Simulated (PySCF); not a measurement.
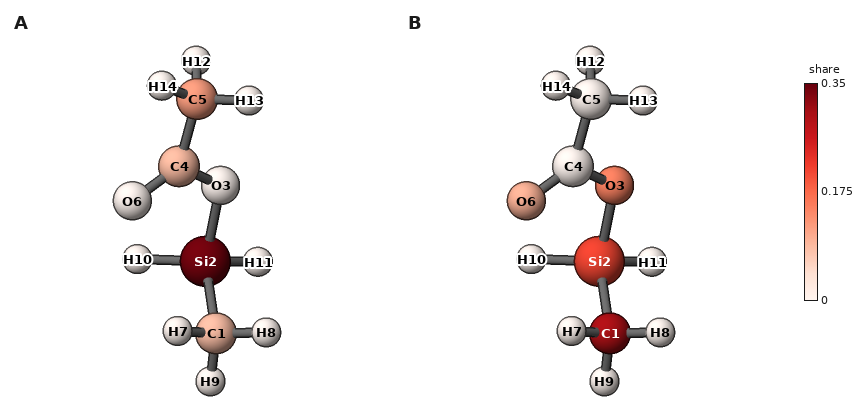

Each panel colours the atoms by their Löwdin share in one orbital (up to four of the largest shares; other atoms are shown as zero). The geometry was computed by an optimisation with PBE0-D3(BJ)/def2-SVP. No frequency run is at hand to confirm it as a minimum. Level of theory: HF/def2-SVPD (PySCF 2.14.0).

> The panels show the HOMO, LUMO, in some order. Which is which?

A: LUMO, 2.44 eV; Si2 0.34, C5 0.12, C4 0.09, C1 0.08
B: HOMO, −12.32 eV; C1 0.29, Si2 0.21, O3 0.15, O6 0.10
